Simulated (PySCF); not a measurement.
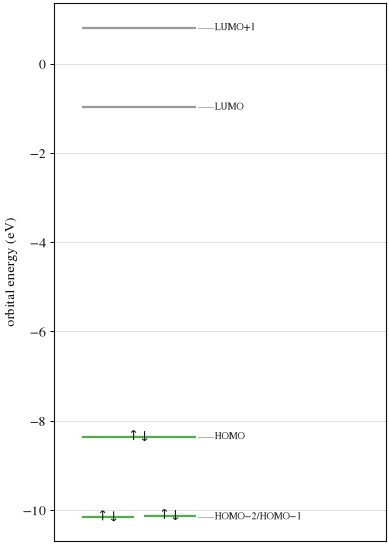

Kohn-Sham orbital energies near the frontier, CAM-B3LYP/def2-SVPD in PySCF, at a PBE0-D3(BJ)/def2-SVP geometry (no frequency check), isolated molecule; empty levels in grey, levels within 0.03 eV side by side.

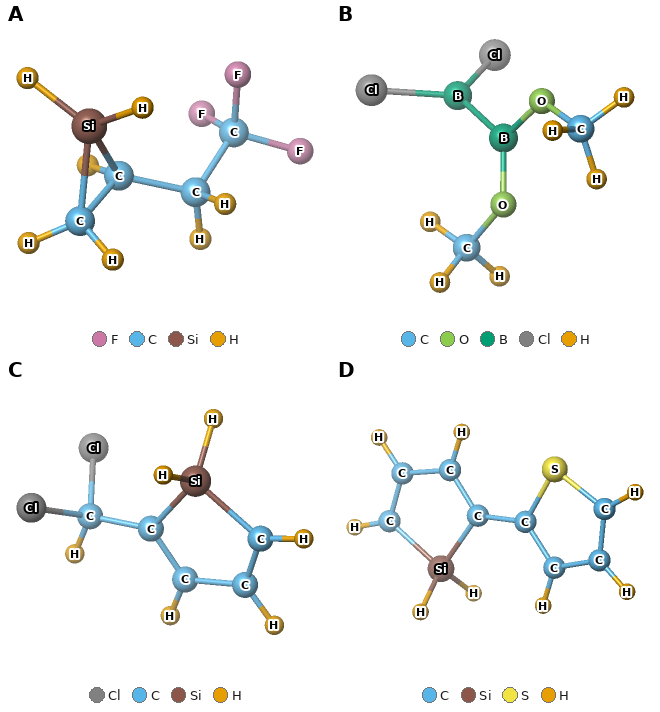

Which molecule has this level scheme? The candidates are drawn in the second picture.

Answer. Structure C, C₅H₆Cl₂Si, SMILES ClC(Cl)C1=CC=C[SiH2]1. HOMO −8.36 eV, LUMO −0.97 eV, separation 7.38 eV.

Known limits of this run: one conformer of a flexible molecule; empty levels above zero depend strongly on the basis.
